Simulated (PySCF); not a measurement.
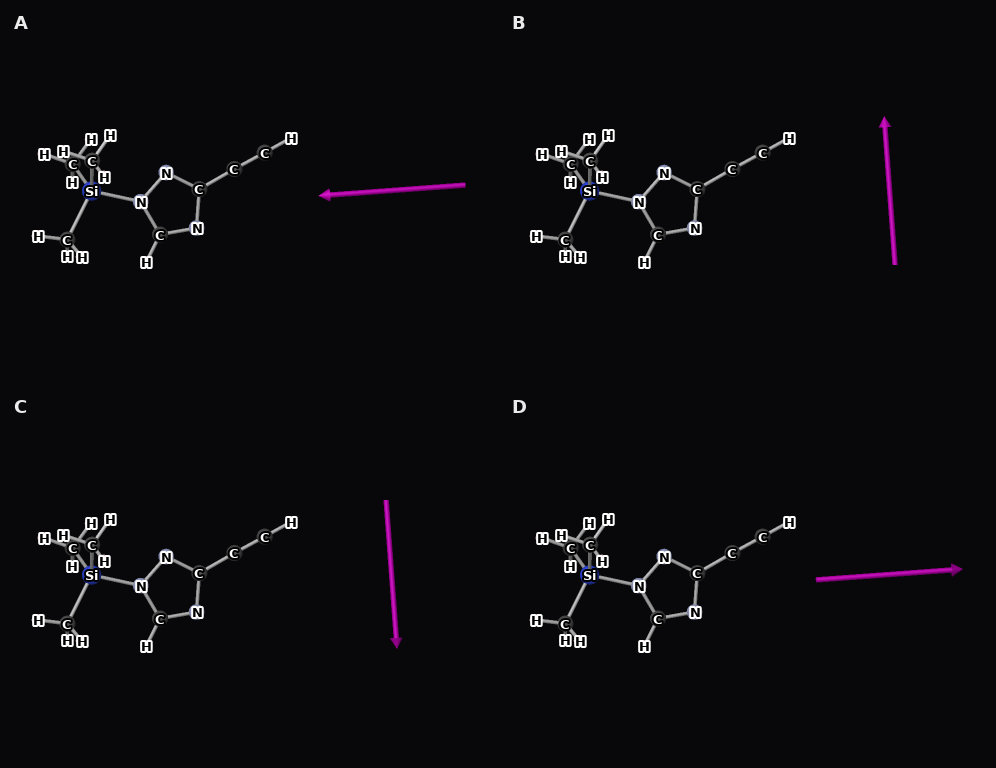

The same molecule four times, each with an arrow. The geometry was computed by an optimisation with GFN2-xTB. No frequency run is at hand to confirm it as a minimum. Properties computed with PBE0/pcSseg-1, gas phase (PySCF 2.14.0).

> Which arrow points along the dipole moment, from the negative to the positive end?

A. The dipole moment is 4.04 D.

The geometry is semi-empirical. Around Si such bond lengths and angles can be off by a tenth of an ångström or more and by several degrees, and values that hang on the shape move with them.
